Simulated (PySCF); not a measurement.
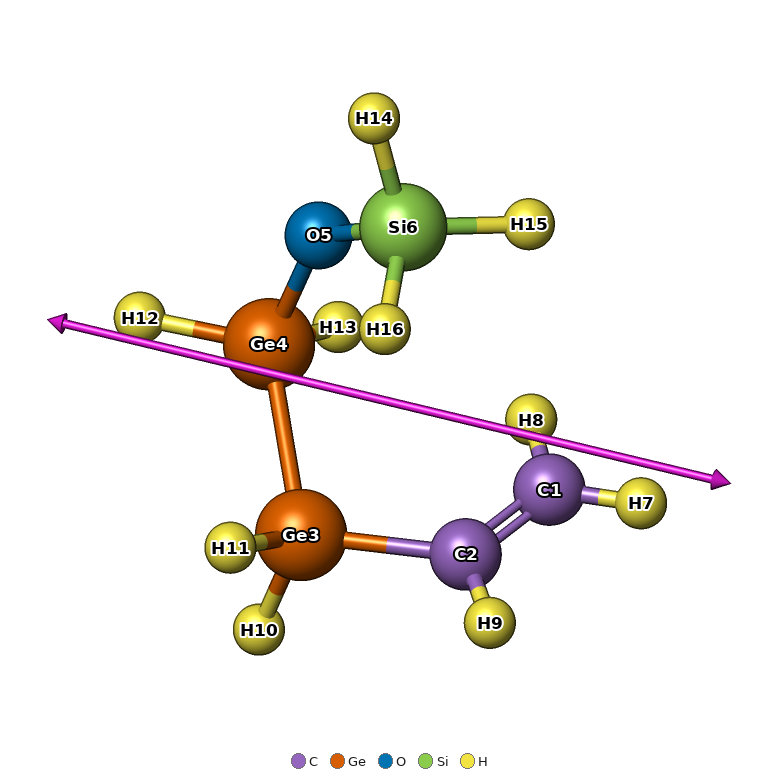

The double arrow shows the direction of the transition dipole to excited singlet state 4 (its length means nothing). The geometry was computed by an optimisation with PBE0-D3(BJ)/def2-SVP. No frequency run is at hand to confirm it as a minimum. Method: TDDFT CAM-B3LYP/def2-SVPD, vertical, gas phase, core orbitals frozen in the response (PySCF 2.14.0).

Question. How is the transition polarised?

Answer. Nearly parallel to the C2–Ge3 bond.

Question. Where does the transition lie, and how strong is it?

Answer. 6.90 eV (180 nm), oscillator strength 0.12, of mixed character, with the largest part HOMO−1 → LUMO (weight 0.22); transition dipole 2.15 D.
